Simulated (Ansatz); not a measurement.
ClH5OSi2···HCl

```xyz
11

Si   -0.6799   -0.5804   -1.3121
Cl    1.5941   -2.6485    1.2872
H     0.3440   -1.0507   -2.2650
H    -1.6604   -1.6279   -0.9667
Cl   -1.6872    0.9841   -2.1712
H     1.0245   -1.5619    0.8876
O     0.0549   -0.0588    0.0539
Si    0.2117    1.3442    0.9273
H     0.8587    2.3839    0.0926
H    -1.1230    1.8072    1.3748
H     1.0626    1.0087    2.0914
```

The product side of a reaction path; geometry: PBE0-D4/def2-TZVP.

Level of theory: RKS PBE0-D4/def2-TZVPP in Ansatz.

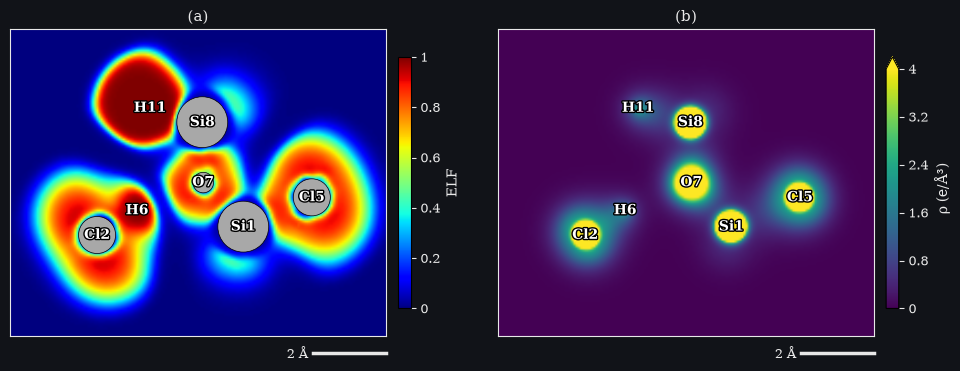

Figure 1. (a) ELF; (b) electron density on the plane of atoms Cl5, Si1 and O7. Grey discs cover the atomic cores in the ELF map.

### Read the bonding off the picture.

- Atoms in the plane: Si, Cl, H and O.
- O7···H6 (1.97 Å): the density falls to about 0.17 e/Å³ on the way; the ELF dips to about 0.10 between them.
- Si–O (1.64 Å): ρ at the midpoint is about 1.2 e/Å³; the ELF peaks at about 0.85 between the atoms (a shared but strongly polarised pair).
- Si–Cl (2.05 Å): ρ at the midpoint is about 0.92 e/Å³; the ELF peaks at about 0.85 between the atoms: a shared but strongly polarised pair.
- Cl–H (1.29 Å): ρ at the midpoint is about 2 e/Å³; the ELF climbs to about 1 towards the hydrogen, as it does in any bond to H.
- Si–H (1.48 Å): the density is about 0.83 e/Å³ at the midpoint; the ELF climbs to about 1 towards the hydrogen.
- The ELF also peaks beside Cl2 and Cl5, away from the bonds: lone-pair regions.

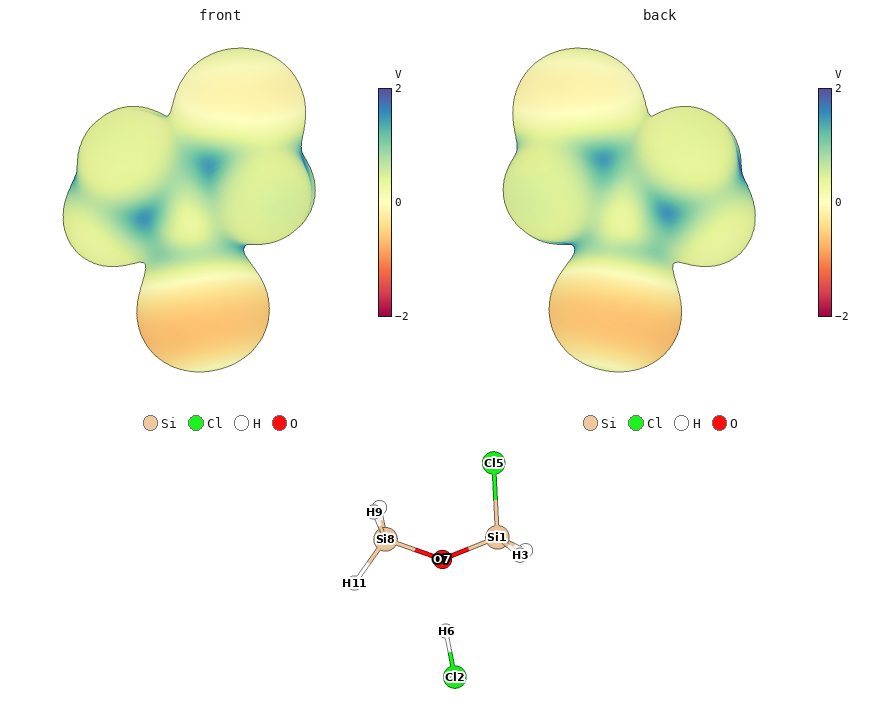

Figure 2. The molecular electrostatic potential painted on the density surface at 0.002 e/bohr³, seen from the front and from behind; red is negative and blue positive. The bare structure is drawn below in the same view.

### Where is the surface potential most negative and most positive?

The most negative region (about −0.6 V) lies over Cl2, the most positive (about +1.8 V) over Si8. Cl2 shows a σ-hole: about +0.2 V at the tip opposite its bond, against about −0.6 V on its flanks.

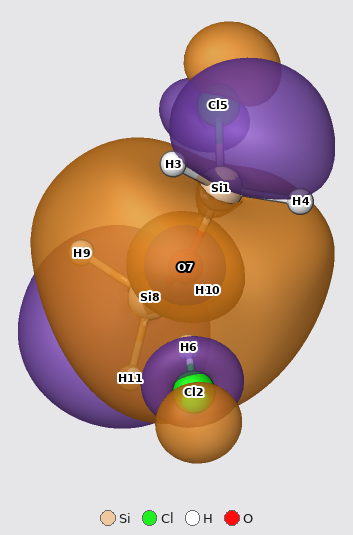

Figure 3. The LUMO at ±0.05 Å⁻³ᐟ² (orange and purple are the two phases), seen at an oblique angle.

### Where does this orbital lie, and at what energy?

It lies mainly on Si8 (about 40 %), Si1 (about 20 %) and O7 (about 10 %). Its energy is −0.52 eV.
